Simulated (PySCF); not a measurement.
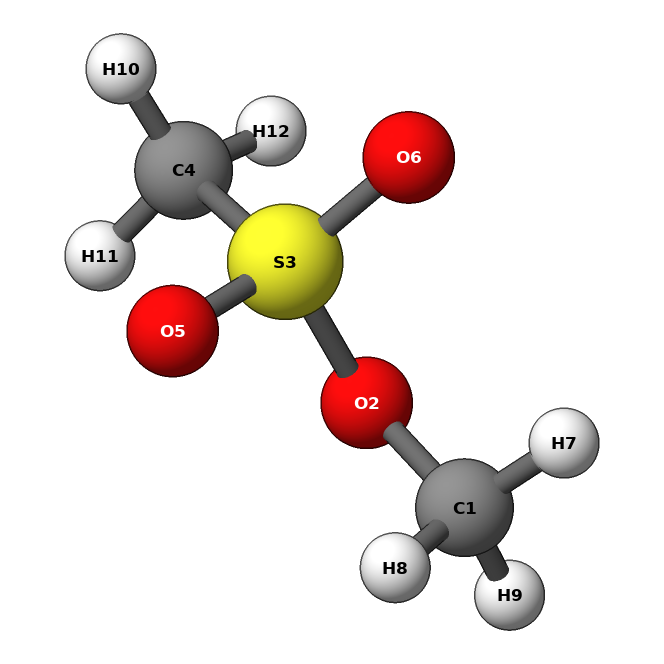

The geometry was computed by an optimisation with PBE0-D3(BJ)/def2-SVP. No frequency run is at hand to confirm it as a minimum. Method: GIAO KT3/pcSseg-1 NMR shielding, non-relativistic, gas phase (PySCF 2.14.0). Principal shieldings σ11 ≤ σ22 ≤ σ33, span Ω = σ33 − σ11, skew κ = 3(σiso − σ22)/Ω.

Which O atom has the most anisotropic shielding?

O2, with a span of 290 ppm.

Give the shielding tensors of the O atoms.

```csv
atom,σ11,σ22,σ33,σiso,Ω,κ
O2,8.7,123.3,298.3,143.4,289.5,0.21
"O5, O6",47.5,72.8,149.0,89.8,101.5,0.50
```

Shieldings and span in ppm.
